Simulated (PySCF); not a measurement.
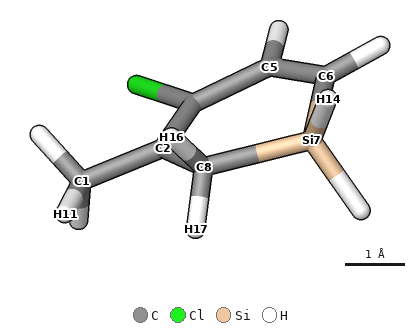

*The input geometry (stick view, seen at a tilt; atoms are numbered from 1 in the order of the input).*

Run report: C6H9ClSi, NMR shielding calculation

- system: C6H9ClSi, SMILES CC1=C(Cl)C=C[SiH2]C1
- method: GIAO PBE0/ANO-RCC-VDZP NMR shielding, non-relativistic, gas phase (PySCF 2.14.0)

The geometry comes from this level: GFN2-xTB. Figures and captions count atoms from 1; the log counts them from 0 in places.

**Log**
```
coarse grid: 15344 points
cycle   1  E = -982.6963562602  dE =  1.065e+00  |g| = 4.239e-01  |ddm| = 5.695e+00
cycle   2  E = -982.6834159890  dE =  1.294e-02  |g| = 4.833e-01  |ddm| = 8.917e-01
cycle   3  E = -982.7423402955  dE = -5.892e-02  |g| = 9.797e-02  |ddm| = 5.544e-01
cycle   4  E = -982.7445730620  dE = -2.233e-03  |g| = 3.821e-02  |ddm| = 1.417e-01
cycle   5  E = -982.7449409642  dE = -3.679e-04  |g| = 9.428e-03  |ddm| = 4.493e-02
cycle   6  E = -982.7449649125  dE = -2.395e-05  |g| = 2.484e-03  |ddm| = 1.297e-02
cycle   7  E = -982.7449664306  dE = -1.518e-06  |g| = 8.896e-04  |ddm| = 3.437e-03
final grid: 139272 points
cycle   8  E = -982.7442142351  dE = -3.685e-05  |g| = 7.286e-03  |ddm| = 4.370e-02
cycle   9  E = -982.7442052859  dE =  8.949e-06  |g| = 9.194e-03  |ddm| = 1.765e-02
cycle  10  E = -982.7442283660  dE = -2.308e-05  |g| = 1.706e-03  |ddm| = 1.160e-02
cycle  11  E = -982.7442291624  dE = -7.964e-07  |g| = 2.988e-04  |ddm| = 2.283e-03
cycle  12  E = -982.7442291846  dE = -2.224e-08  |g| = 1.036e-04  |ddm| = 4.502e-04
cycle  13  E = -982.7442291874  dE = -2.801e-09  |g| = 3.114e-05  |ddm| = 1.432e-04
cycle  14  E = -982.7442291877  dE = -2.326e-10  |g| = 9.889e-06  |ddm| = 3.789e-05
```

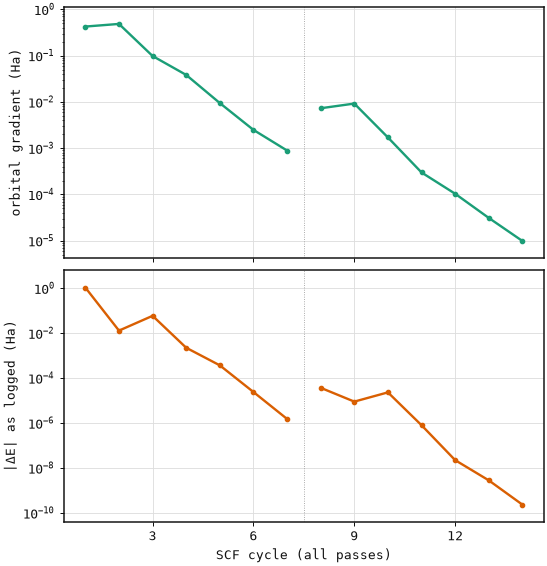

*Convergence of the self-consistent field: orbital gradient and size of the energy change against the SCF cycle. The dotted line marks the change from a coarse to the final integration grid.*

The first 7 cycles use a coarse grid, the final grid takes over at cycle 8, and the field converges after 14 cycles in all.

```
converged SCF energy = -982.7442291877

GIAO shielding tensors (ppm)
atom      isotropic    diamagn.    paramagn.     s11        s22        s33       span
  0 C      162.653     241.236     -78.583    141.884    162.391    183.684     41.799
  1 C       51.450     249.286    -197.836    -47.318     40.144    161.524    208.842
  2 C       55.243     251.671    -196.428    -35.200     96.305    104.623    139.823
  3 Cl     759.130    1158.922    -399.791    620.010    649.907   1007.474    387.465
  4 C       38.706     245.387    -206.681    -74.703     51.272    139.549    214.252
  5 C       72.081     248.319    -176.238    -34.074     67.816    182.502    216.576
  6 Si     467.029     892.198    -425.169    443.897    458.504    498.685     54.788
  7 C      174.133     242.387     -68.254    161.650    167.197    193.552     31.902
  8 H       29.450      29.197       0.253     24.791     29.285     34.275      9.484
  9 H       29.447      29.265       0.182     25.108     28.723     34.510      9.403
 10 H       30.493      30.175       0.318     25.976     30.517     34.986      9.009
 11 H       24.554      30.169      -5.615     21.688     22.478     29.496      7.808
 12 H       25.826      29.619      -3.793     24.643     25.059     27.776      3.133
 13 H       27.143      30.232      -3.089     24.270     25.236     31.924      7.653
 14 H       27.067      30.568      -3.501     23.837     25.169     32.195      8.359
 15 H       29.713      31.471      -1.758     24.659     28.995     35.483     10.824
 16 H       29.934      31.679      -1.745     25.012     29.887     34.904      9.892
```

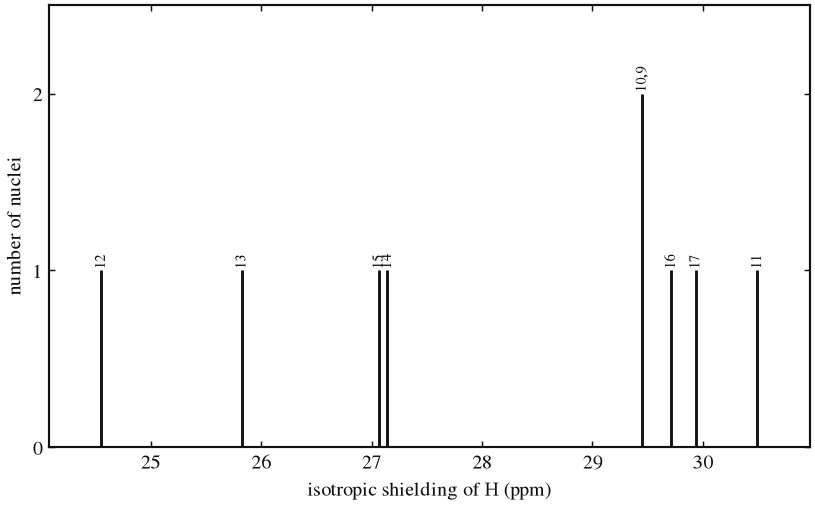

*Isotropic shieldings of the hydrogen nuclei in this fixed geometry, labelled by atom number; shielding grows to the right, so chemical shift grows to the left.*

The least shielded is H12 (24.6 ppm), the most shielded H11 (30.5 ppm).

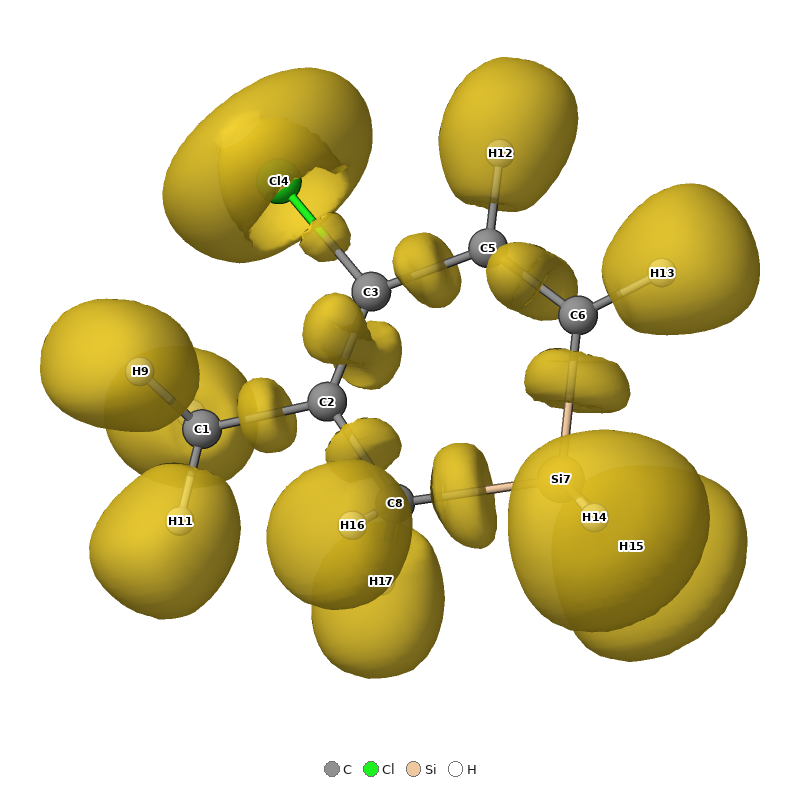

*Isosurface of the ELF at 0.8 (yellow), seen at a tilt. Only the valence region is drawn (cores and ρ < 0.01 e/Å³ removed).*

Profiles from the grid: C–C (1.34 Å): the ELF peaks at about 0.95 between the atoms; a multiple bond by its length, whose ELF region spreads away from the axis.

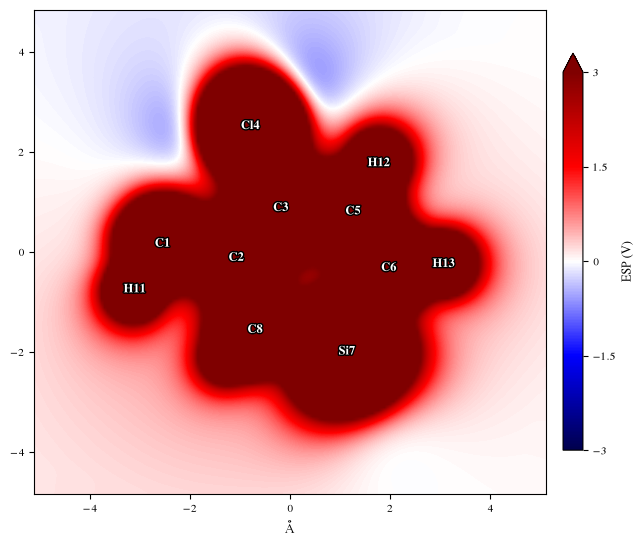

*Electrostatic potential on the plane of atoms Si7, C6 and H13.*

The plane passes through C, Cl, Si and H nuclei.

The run was set up as follows.

**Input file**
```
{"job": {"kind": "nmr", "xc": "PBE0", "basis": "ANO-RCC-VDZP", "pop": false}, "charge": 0, "multiplicity": 1}
C      2.238006     0.027343    -0.773785
C      0.820178     0.092831    -0.285870
C      0.340413     1.210456     0.278362
Cl     1.414880     2.586323     0.430453
C     -0.980653     1.465922     0.804664
C     -1.959836     0.560026     0.895570
Si    -1.704440    -1.201558     0.334413
C      0.001533    -1.141040    -0.512864
H      2.431933     0.822765    -1.493158
H      2.931388     0.165804     0.055922
H      2.443731    -0.929844    -1.245737
H     -1.138735     2.481428     1.148211
H     -2.904768     0.870830     1.317335
H     -2.732854    -1.623282    -0.626128
H     -1.693624    -2.134384     1.470586
H     -0.120300    -1.241989    -1.595667
H      0.606149    -1.999602    -0.212216
```

The first line tells a small driver script what to run in PySCF; the rest is the geometry in Å.

Run as:
```bash
OMP_NUM_THREADS=1 python <driver script> task.json out
```

**Summary**

```tsv
quantity	value
outcome	converged
total energy	−982.744229 hartree
HOMO	−6.32 eV
LUMO	−1.26 eV
dipole moment	1.61 D
isotropic shielding, C	38.7 to 174.1 ppm
isotropic shielding, Cl	759.1 ppm
isotropic shielding, Si	467.0 ppm
isotropic shielding, H	24.6 to 30.5 ppm
hardware	1 CPU thread, shared host
wall time	96 s
peak memory	0.83 GiB
```

**Remarks**

Settings chosen away from the usual ones: PBE0/ANO-RCC-VDZP.
